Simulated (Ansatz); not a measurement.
**SiH4 (singlet): inputs that go wrong**

2 inputs are run for SiH4 (singlet) as typed; the log has to tell whether the result can be used and what must change.

Computed with Ansatz 0.2.0, Gaussian basis. Level: the settings change from run to run.

26 further runs of the same task are left out: 10 that didn't finish, 16 set aside as unsound or not needed.

### 1 The geometry

The geometry is a PBE0/def2-TZVP stationary point (not a proven minimum) of the parent state, kept for this charge and spin.

5 atoms, charge 0, spin multiplicity 1.

Atoms are counted from 1 here; the program's logs count them from 0.

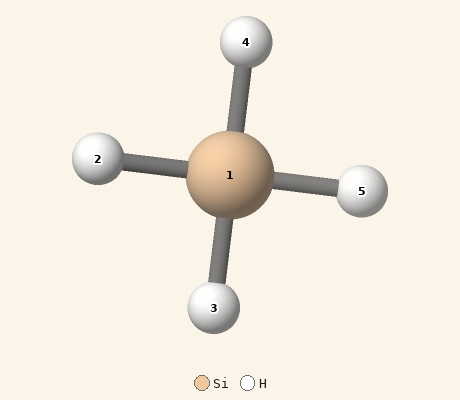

The structure; silicon light orange, hydrogen white; atoms are numbered from 1 in the order of the file.

### 2 Input 1

in.yaml reads:

```yaml
crystal:
  periodic: [false, false, false]
  atoms:
    - {symbol: Si, position_ang: [0.000000, 0.000000, 0.000000]}
    - {symbol: H, position_ang: [-0.011525, 1.085107, 1.077576]}
    - {symbol: H, position_ang: [-0.016497, -1.077632, 1.084987]}
    - {symbol: H, position_ang: [0.016497, 1.077632, -1.084987]}
    - {symbol: H, position_ang: [0.011525, -1.085107, -1.077576]}
basis:
  gaussian: {orbitals: 6-31G}
correlation: {active_space: {window: {electrons: 2, orbitals: 2}, states: [{multiplicity: 1, irrep: 12, weights: [1]}]}}
scf: {lower_state_search: off}
```

On the command line:

```sh
$ ansatz run in.yaml --threads 1 --pin off --events-out ev --progress --plain --max-ram 2393MiB
```

The program printed:

```text
Functional definition: HF
  name "HF"
  cite "Fock, Z. Phys. 61, 126 (1930) doi:10.1007/BF01340294"
  parent pbe
  exchange = exact_x
  correlation = 0
these checks for a lower state are left out or cut short: stability, starts, cluster_reference, orbital_swaps, neighbouring_geometries, increment
the irreps are read with x along [1.000, -0.002, 0.013], y along [0.008, -0.710, -0.705] and z along [0.011, 0.705, -0.709] of the geometry given
459 factors; integrals over basis functions are off by at most 2.9e-8 eV
mean field evaluation 1: about -7918.3553 eV, gradient 8.1e0 eV
mean field evaluation 2: about -7918.3559 eV, gradient 8.1e0 eV
mean field evaluation 4: about -7918.6818 eV, gradient 2.7e-1 eV
mean field evaluation 8: about -7918.6821 eV, gradient 7.4e-7 eV
mean field -7918.68213217 eV, -291.0062008816 hartree, gradient 5.1e-6 eV, S^2 0.000000; 0 other end points of the search recorded, 0 dependent functions left out
reference -7918.68213217 eV, -291.0062008816 hartree; 9, 9 occupied and 12, 12 virtual orbitals, 459 factors
Error: the irrep 12 is not accepted for these orbitals, which take Ag, B3u, B2u, B1g, B1u, B2g, B3g, Au, or 1 to 8
```

It took 0.12 s on 1 thread of Arm Neoverse V2, shared host.

Diagnosis: The run stopped with an error. The symmetry label isn't in the molecule's group. Cure: name an irrep that the log lists.

### 3 Input 2

in.yaml reads:

```yaml
crystal:
  periodic: [false, false, false]
  atoms:
    - {symbol: Si, position_ang: [0.000000, 0.000000, 0.000000]}
    - {symbol: H, position_ang: [-0.011525, 1.085107, 1.077576]}
    - {symbol: H, position_ang: [-0.016497, -1.077632, 1.084987]}
    - {symbol: H, position_ang: [0.016497, 1.077632, -1.084987]}
    - {symbol: H, position_ang: [0.011525, -1.085107, -1.077576]}
basis:
  gaussian: {orbitals: 6-31G}
correlation: {active_space: {window: {electrons: 2, orbitals: 2}, places: [1, 2]}}
```

The command is unchanged.

The program printed:

```text
Error: invalid value for `correlation.active_space`: name one of window, places and ras
```

Run time: 0.03 s. Hardware: 1 thread of Arm Neoverse V2, shared host.

**Diagnosis.** The run was refused. The active space is defined twice. To mend it, keep one definition.

### 4 How the runs ended

```csv
input,level,ended,cause,time
1,"CASSCF(2,2)/6-31G",stopped by an error,the symmetry label isn't in the molecule's group,0.12 s
2,"CASSCF(2,2)/6-31G",refused,the active space is defined twice,0.03 s
```

1 stopped by an error, 1 refused.
